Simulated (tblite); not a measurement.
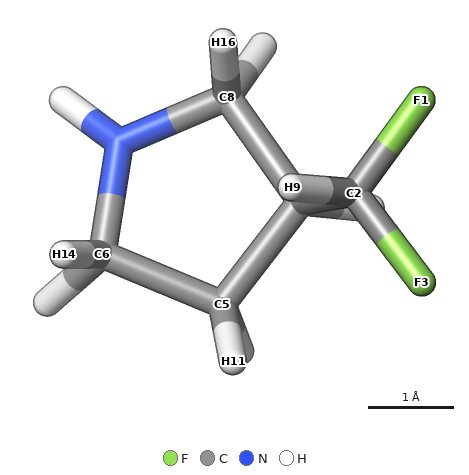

Figure 1. The starting structure (stick view, seen at a tilt; atoms are numbered from 1 in the order of the input). Bond lengths as drawn: C–C 1.52 to 1.55 Å, C–F 1.36 Å, C–H 1.09 to 1.11 Å, C–N 1.43 Å and H–N 1.00 Å.

# Run report: C₅H₉F₂N, saddle-point search

System: C₅H₉F₂N, SMILES FC(F)[C@H]1CCNC1.
Method: GFN2-xTB saddle search (eigenvector following) and harmonic vibrations, gas phase (tblite 0.8.0).

**Input file**
```
{"job": {"xc": "GFN2-xTB", "basis": "xTB", "kind": "saddle"}, "charge": 0, "multiplicity": 1}
F      2.651613     0.688987     0.789771
C      1.856703    -0.245194     0.208281
F      2.614198    -0.820751    -0.760135
C      0.610175     0.396415    -0.382022
C     -0.320312    -0.656121    -1.014397
C     -1.534727    -0.734701    -0.075688
N     -1.531344     0.532033     0.584269
C     -0.224583     1.092692     0.717932
H      1.639991    -1.015091     0.964861
H      0.947246     1.116508    -1.130503
H      0.180605    -1.617538    -1.120119
H     -0.633954    -0.324566    -2.002749
H     -2.467606    -0.886985    -0.623766
H     -1.416834    -1.575298     0.632281
H     -2.353096     0.981356     0.925529
H      0.226143     0.890868     1.708126
H     -0.244216     2.177386     0.578328
```

The first line tells a small driver script what to run in tblite; the rest is the geometry in Å.

Launched with:
```bash
OMP_NUM_THREADS=1 python <driver script> task.json out
```

**Log**
```
step      E/eV     max force
  0    -753.23932   0.1909
  1    -753.24403   0.2282
  2    -753.26159   0.4284
  3    -753.26026   0.3280
  4    -753.28150   0.3936
  5    -753.31437   0.5352
  6    -753.30739   0.4467
  7    -753.29313   0.3957
  8    -753.27905   0.3497
  9    -753.25886   0.3311
 10    -753.25870   0.3327
 11    -753.26517   0.1448
 12    -753.27658   0.3866
 13    -753.26995   0.0733
 14    -753.27517   0.0517
 15    -753.28136   0.0892
 16    -753.28678   0.0791
 17    -753.29203   0.2011
 18    -753.28930   0.0394
 19    -753.29240   0.0658
 20    -753.29515   0.0880
 21    -753.29763   0.0564
 22    -753.30022   0.1221
 23    -753.29887   0.0292
 24    -753.30033   0.0425
 25    -753.30152   0.0535
 26    -753.30247   0.0348
 27    -753.30323   0.0754
 28    -753.30289   0.0172
 29    -753.30328   0.0256
 30    -753.30349   0.0322
 31    -753.30355   0.0044
lowest wavenumbers (cm-1): -572.7 66.9 98.6 135.0 203.4 308.6
```

**Trajectory as extended XYZ (Å, eV, eV/Å), 12 frames, from step=0 to step=31**
```
17
Properties=species:S:1:pos:R:3:forces:R:3 step=0 energy=-753.23932
F     2.6516    0.6890    0.7898    0.0010  -0.0090   0.0010
C     1.8567   -0.2452    0.2083   -0.0100   0.0000   0.0060
F     2.6142   -0.8208   -0.7601   -0.0190  -0.0040   0.0090
C     0.6102    0.3964   -0.3820    0.0060  -0.0040  -0.0080
C    -0.3203   -0.6561   -1.0144    0.0000   0.0130   0.0050
C    -1.5347   -0.7347   -0.0757    0.0150  -0.0350   0.0620
N    -1.5313    0.5320    0.5843   -0.0180   0.0830  -0.1710
C    -0.2246    1.0927    0.7179    0.0160  -0.0270   0.0210
H     1.6400   -1.0151    0.9649   -0.0090  -0.0040  -0.0040
H     0.9472    1.1165   -1.1305    0.0050   0.0020   0.0090
H     0.1806   -1.6175   -1.1201   -0.0180   0.0190  -0.0110
H    -0.6340   -0.3246   -2.0027    0.0080   0.0080   0.0080
H    -2.4676   -0.8870   -0.6238    0.0140  -0.0110   0.0040
H    -1.4168   -1.5753    0.6323    0.0210  -0.0150   0.0080
H    -2.3531    0.9814    0.9255    0.0020  -0.0280   0.0690
H     0.2261    0.8909    1.7081   -0.0080   0.0110  -0.0250
H    -0.2442    2.1774    0.5783   -0.0040   0.0040   0.0160
17
Properties=species:S:1:pos:R:3:forces:R:3 step=2 energy=-753.26159
F     2.6713    0.7292    0.7458   -0.0070  -0.0090   0.0050
C     1.8845   -0.2197    0.1776   -0.0070  -0.0060   0.0040
F     2.6279   -0.7667   -0.8183   -0.0140   0.0000   0.0200
C     0.6048    0.3901   -0.3706    0.0160   0.0010   0.0190
C    -0.3148   -0.6859   -0.9853   -0.0090  -0.0150  -0.0020
C    -1.5556   -0.7162   -0.0743    0.0210   0.0350  -0.0280
N    -1.5598    0.6025    0.4763    0.2340   0.1790  -0.3110
C    -0.2287    1.0555    0.7512   -0.0930   0.0150  -0.0090
H     1.7101   -1.0039    0.9319    0.0020   0.0140  -0.0110
H     0.8950    1.1282   -1.1221   -0.0060  -0.0250   0.0190
H     0.1819   -1.6541   -1.0391   -0.0170   0.0270   0.0010
H    -0.6008   -0.3931   -1.9949    0.0110  -0.0110   0.0450
H    -2.4747   -0.8895   -0.6354   -0.0040  -0.0570  -0.0160
H    -1.4555   -1.5211    0.6783    0.0150   0.0870   0.0560
H    -2.3735    1.0535    0.8344   -0.0200  -0.1240   0.2990
H     0.1700    0.7429    1.7402   -0.1490  -0.0130  -0.1070
H    -0.1822    2.1484    0.7042    0.0280  -0.0980   0.0190
17
Properties=species:S:1:pos:R:3:forces:R:3 step=5 energy=-753.31437
F     2.6673    0.6907    0.7688    0.0010  -0.0050   0.0130
C     1.8638   -0.2415    0.1967    0.0080  -0.0030   0.0080
F     2.6057   -0.8168   -0.7837    0.0030  -0.0020   0.0120
C     0.6102    0.3968   -0.3755    0.0180  -0.0060   0.0000
C    -0.3181   -0.6615   -1.0075    0.0160  -0.0270  -0.0050
C    -1.5265   -0.7279   -0.0623    0.0070   0.0630  -0.0410
N    -1.5588    0.6204    0.4231   -0.3390   0.2820  -0.1920
C    -0.2355    1.0750    0.7280   -0.0150   0.0090  -0.0770
H     1.6576   -1.0140    0.9539    0.0020  -0.0050   0.0070
H     0.9304    1.1284   -1.1194    0.0070  -0.0120  -0.0080
H     0.1823   -1.6208   -1.1215    0.0070  -0.0170   0.0020
H    -0.6420   -0.3226   -1.9897    0.0090  -0.0090   0.0090
H    -2.4554   -0.9534   -0.5892    0.0350  -0.0430   0.0030
H    -1.3684   -1.5090    0.7079   -0.0030   0.1810   0.0660
H    -2.3692    1.0073    0.8843    0.3480  -0.3400   0.2230
H     0.1564    0.7845    1.7233   -0.1680  -0.0700  -0.0340
H    -0.1998    2.1643    0.6629    0.0630   0.0050   0.0140
17
Properties=species:S:1:pos:R:3:forces:R:3 step=8 energy=-753.27905
F     2.7013    0.6597    0.7320   -0.0360  -0.0390   0.0160
C     1.8418   -0.2643    0.2304    0.0180  -0.0170   0.0040
F     2.5406   -0.9373   -0.7222   -0.0220   0.0410   0.0670
C     0.6165    0.4073   -0.3714    0.0140  -0.0090  -0.0110
C    -0.3163   -0.6278   -1.0303   -0.0010  -0.0090  -0.0110
C    -1.5087   -0.7540   -0.0725    0.0010   0.0740  -0.0180
N    -1.5462    0.5538    0.5122    0.0540   0.1540  -0.2410
C    -0.2370    1.1113    0.7079   -0.0740   0.0290  -0.0280
H     1.6082   -0.9776    1.0378    0.0020   0.0250  -0.0390
H     0.9814    1.1267   -1.1074    0.0060  -0.0190  -0.0080
H     0.1917   -1.5753   -1.2010   -0.0200   0.0050   0.0030
H    -0.6608   -0.2427   -1.9887    0.0120  -0.0150   0.0060
H    -2.4428   -0.9374   -0.6098    0.0270  -0.0650   0.0150
H    -1.3560   -1.5949    0.6351    0.0360   0.2180   0.0700
H    -2.3485    0.9097    0.9939    0.1280  -0.1930   0.2620
H     0.2152    0.9472    1.7101   -0.2150  -0.0880  -0.1290
H    -0.2803    2.1956    0.5441    0.0700  -0.0910   0.0410
17
Properties=species:S:1:pos:R:3:forces:R:3 step=11 energy=-753.26517
F     2.6566    0.5700    0.8246   -0.0560  -0.0600  -0.0060
C     1.7749   -0.3129    0.2852    0.0130  -0.0060   0.0190
F     2.4890   -1.0415   -0.6119   -0.0200   0.0260   0.0440
C     0.6283    0.4228   -0.3971    0.0230   0.0050   0.0120
C    -0.3289   -0.5619   -1.0865   -0.0140  -0.0070  -0.0110
C    -1.4478   -0.7869   -0.0617    0.0030   0.0150  -0.0290
N    -1.4760    0.4476    0.6604    0.0630   0.1110   0.0680
C    -0.2335    1.1686    0.6427   -0.0760   0.0070  -0.0090
H     1.4497   -0.9937    1.0888    0.0110   0.0290  -0.0580
H     1.0767    1.1130   -1.1155   -0.0030  -0.0180   0.0150
H     0.1755   -1.4847   -1.3701   -0.0260   0.0330   0.0010
H    -0.7378   -0.0987   -1.9847    0.0120  -0.0120   0.0360
H    -2.4101   -0.9769   -0.5465    0.0240  -0.0250   0.0120
H    -1.2165   -1.6590    0.5808    0.0120   0.0810   0.0020
H    -2.2911    0.8015    1.1202    0.1200  -0.0780  -0.0220
H     0.2791    1.1752    1.6236   -0.0940  -0.0110  -0.0890
H    -0.3882    2.2175    0.3476    0.0080  -0.0910   0.0180
17
Properties=species:S:1:pos:R:3:forces:R:3 step=14 energy=-753.27517
F     2.6129    0.5302    0.9001   -0.0330  -0.0380  -0.0120
C     1.7546   -0.3301    0.2930    0.0110  -0.0010   0.0150
F     2.5028   -1.0215   -0.6053   -0.0120   0.0060   0.0280
C     0.6319    0.4259   -0.4052    0.0090   0.0050   0.0070
C    -0.3333   -0.5486   -1.0957   -0.0050  -0.0010  -0.0060
C    -1.4277   -0.7900   -0.0507    0.0020  -0.0030  -0.0070
N    -1.4578    0.4417    0.6760    0.0230   0.0180   0.0130
C    -0.2334    1.1857    0.6193   -0.0160   0.0060  -0.0020
H     1.4009   -1.0425    1.0544    0.0050   0.0190  -0.0220
H     1.0999    1.1057   -1.1202    0.0020  -0.0060   0.0050
H     0.1665   -1.4652   -1.4039   -0.0080   0.0140  -0.0060
H    -0.7609   -0.0709   -1.9766    0.0020   0.0010   0.0130
H    -2.3955   -1.0028   -0.5135    0.0130  -0.0030   0.0070
H    -1.1652   -1.6507    0.5929    0.0050   0.0120  -0.0100
H    -2.2685    0.7837    1.1467    0.0230  -0.0180   0.0090
H     0.2805    1.2285    1.5946   -0.0160   0.0130  -0.0260
H    -0.4075    2.2208    0.2941   -0.0050  -0.0240  -0.0060
17
Properties=species:S:1:pos:R:3:forces:R:3 step=16 energy=-753.28678
F     2.5812    0.4899    0.9530   -0.0040  -0.0020   0.0040
C     1.7246   -0.3487    0.3169   -0.0080   0.0010   0.0020
F     2.4850   -1.0527   -0.5603   -0.0050  -0.0080   0.0040
C     0.6393    0.4320   -0.4131    0.0070   0.0030   0.0010
C    -0.3355   -0.5242   -1.1132    0.0000   0.0020  -0.0030
C    -1.4046   -0.7976   -0.0517    0.0010   0.0030   0.0010
N    -1.4219    0.4151    0.7088   -0.0150   0.0320   0.0370
C    -0.2356    1.2119    0.5834   -0.0190   0.0100   0.0090
H     1.3333   -1.0554    1.0634   -0.0070   0.0030   0.0020
H     1.1398    1.0961   -1.1207    0.0020  -0.0040   0.0040
H     0.1590   -1.4298   -1.4597   -0.0040   0.0090  -0.0040
H    -0.7828   -0.0196   -1.9688    0.0010   0.0020   0.0060
H    -2.3811   -1.0041   -0.5001    0.0020   0.0010   0.0000
H    -1.1263   -1.6737    0.5633    0.0000   0.0020  -0.0080
H    -2.2033    0.7047    1.2606    0.0690  -0.0310  -0.0230
H     0.2895    1.3390    1.5438   -0.0190   0.0090  -0.0330
H    -0.4607    2.2171    0.1945   -0.0030  -0.0330   0.0010
17
Properties=species:S:1:pos:R:3:forces:R:3 step=19 energy=-753.29240
F     2.5723    0.4781    0.9675   -0.0030  -0.0030   0.0030
C     1.7106   -0.3543    0.3302   -0.0040  -0.0020   0.0020
F     2.4696   -1.0765   -0.5337   -0.0060  -0.0030   0.0080
C     0.6432    0.4351   -0.4165    0.0040   0.0010  -0.0010
C    -0.3352   -0.5128   -1.1217    0.0010   0.0020  -0.0020
C    -1.3968   -0.7996   -0.0565   -0.0010   0.0020   0.0030
N    -1.4006    0.3989    0.7277   -0.0180   0.0180   0.0320
C    -0.2377    1.2227    0.5661   -0.0130   0.0070   0.0050
H     1.3023   -1.0489    1.0788   -0.0050   0.0040   0.0000
H     1.1582    1.0921   -1.1202    0.0030  -0.0020   0.0020
H     0.1565   -1.4139   -1.4827   -0.0020   0.0050  -0.0040
H    -0.7878    0.0030   -1.9676    0.0000   0.0030   0.0020
H    -2.3779   -0.9930   -0.5024    0.0020   0.0030   0.0000
H    -1.1201   -1.6887    0.5399   -0.0010   0.0020  -0.0080
H    -2.1567    0.6554    1.3286    0.0570  -0.0260  -0.0200
H     0.2909    1.3931    1.5163   -0.0110   0.0080  -0.0210
H    -0.4909    2.2092    0.1462   -0.0040  -0.0200  -0.0020
17
Properties=species:S:1:pos:R:3:forces:R:3 step=22 energy=-753.30022
F     2.5569    0.4634    0.9908   -0.0020  -0.0020   0.0010
C     1.6866   -0.3605    0.3538   -0.0020  -0.0020   0.0000
F     2.4426   -1.1166   -0.4834   -0.0080   0.0020   0.0080
C     0.6503    0.4407   -0.4234    0.0050   0.0000  -0.0010
C    -0.3337   -0.4949   -1.1358    0.0020   0.0010  -0.0010
C    -1.3876   -0.7998   -0.0677   -0.0060   0.0050   0.0110
N    -1.3589    0.3683    0.7635   -0.0480   0.0310   0.0620
C    -0.2422    1.2396    0.5359   -0.0210   0.0070   0.0140
H     1.2489   -1.0307    1.1080   -0.0010   0.0060  -0.0030
H     1.1885    1.0852   -1.1211    0.0010  -0.0030   0.0020
H     0.1533   -1.3907   -1.5158   -0.0010   0.0020  -0.0010
H    -0.7909    0.0365   -1.9696    0.0010   0.0010   0.0010
H    -2.3772   -0.9587   -0.5124    0.0060   0.0040   0.0040
H    -1.1245   -1.7156    0.4922   -0.0040   0.0100  -0.0080
H    -2.0551    0.5582    1.4569    0.0940  -0.0300  -0.0720
H     0.2904    1.4862    1.4650   -0.0180  -0.0010  -0.0260
H    -0.5474    2.1892    0.0633    0.0020  -0.0300   0.0100
17
Properties=species:S:1:pos:R:3:forces:R:3 step=25 energy=-753.30152
F     2.5540    0.4617    0.9949   -0.0010  -0.0010   0.0010
C     1.6821   -0.3608    0.3583   -0.0010  -0.0010   0.0010
F     2.4372   -1.1238   -0.4731   -0.0040   0.0000   0.0050
C     0.6517    0.4419   -0.4249    0.0020   0.0000  -0.0010
C    -0.3330   -0.4919   -1.1383    0.0010   0.0010  -0.0010
C    -1.3868   -0.7988   -0.0703   -0.0030   0.0020   0.0050
N    -1.3493    0.3617    0.7712   -0.0210   0.0110   0.0280
C    -0.2435    1.2420    0.5303   -0.0090   0.0030   0.0050
H     1.2387   -1.0256    1.1137   -0.0020   0.0030   0.0000
H     1.1937    1.0842   -1.1215    0.0010  -0.0010   0.0010
H     0.1530   -1.3873   -1.5203    0.0000   0.0010  -0.0010
H    -0.7902    0.0415   -1.9708    0.0000   0.0010   0.0000
H    -2.3780   -0.9483   -0.5151    0.0030   0.0030   0.0010
H    -1.1290   -1.7203    0.4819   -0.0030   0.0040  -0.0050
H    -2.0299    0.5374    1.4814    0.0430  -0.0150  -0.0280
H     0.2888    1.5033    1.4543   -0.0070   0.0020  -0.0110
H    -0.5596    2.1829    0.0483   -0.0010  -0.0130   0.0020
17
Properties=species:S:1:pos:R:3:forces:R:3 step=28 energy=-753.30289
F     2.5499    0.4601    1.0006    0.0000   0.0000   0.0000
C     1.6752   -0.3607    0.3656   -0.0010   0.0000   0.0010
F     2.4287   -1.1353   -0.4563   -0.0010  -0.0010   0.0020
C     0.6539    0.4438   -0.4274    0.0010   0.0000   0.0000
C    -0.3318   -0.4876   -1.1422    0.0000   0.0000   0.0000
C    -1.3863   -0.7969   -0.0749   -0.0010   0.0010   0.0010
N    -1.3335    0.3504    0.7843   -0.0050   0.0020   0.0080
C    -0.2456    1.2458    0.5214   -0.0030   0.0010   0.0010
H     1.2231   -1.0166    1.1236   -0.0010   0.0010   0.0000
H     1.2018    1.0826   -1.1224    0.0010   0.0000   0.0000
H     0.1530   -1.3827   -1.5263    0.0000   0.0000   0.0000
H    -0.7879    0.0482   -1.9738    0.0000   0.0010   0.0000
H    -2.3801   -0.9290   -0.5207    0.0010   0.0020   0.0000
H    -1.1390   -1.7283    0.4639   -0.0020   0.0010  -0.0020
H    -1.9880    0.5023    1.5228    0.0150  -0.0060  -0.0060
H     0.2866    1.5311    1.4373   -0.0020   0.0020  -0.0040
H    -0.5800    2.1727    0.0244   -0.0010  -0.0040   0.0000
17
Properties=species:S:1:pos:R:3:forces:R:3 step=31 energy=-753.30355
F     2.5457    0.4610    1.0063    0.0000   0.0000   0.0000
C     1.6681   -0.3592    0.3741    0.0000   0.0000   0.0000
F     2.4200   -1.1473   -0.4362    0.0000   0.0000   0.0000
C     0.6565    0.4460   -0.4303    0.0000   0.0000   0.0000
C    -0.3298   -0.4839   -1.1462    0.0000   0.0000   0.0000
C    -1.3883   -0.7930   -0.0816    0.0000   0.0000   0.0010
N    -1.3134    0.3357    0.8013   -0.0020   0.0000   0.0010
C    -0.2485    1.2495    0.5115   -0.0010   0.0000   0.0000
H     1.2064   -1.0041    1.1355    0.0000   0.0000   0.0000
H     1.2102    1.0811   -1.1240    0.0000   0.0000   0.0000
H     0.1540   -1.3801   -1.5290    0.0000   0.0000   0.0000
H    -0.7822    0.0523   -1.9795    0.0000   0.0000   0.0000
H    -2.3847   -0.8985   -0.5303    0.0010   0.0000   0.0000
H    -1.1591   -1.7380    0.4398    0.0000   0.0010   0.0000
H    -1.9326    0.4566    1.5747    0.0030  -0.0010  -0.0030
H     0.2834    1.5635    1.4169    0.0000   0.0000   0.0000
H    -0.6057    2.1585   -0.0030    0.0000  -0.0010   0.0000
```

**Results in brief**

| quantity | value |
| --- | --- |
| outcome | converged |
| total energy | −753.3035 eV |
| point group | C1 |
| hardware | 1 CPU thread, shared host |
| wall time | 7.2 s |
| peak memory | 0.19 GiB |
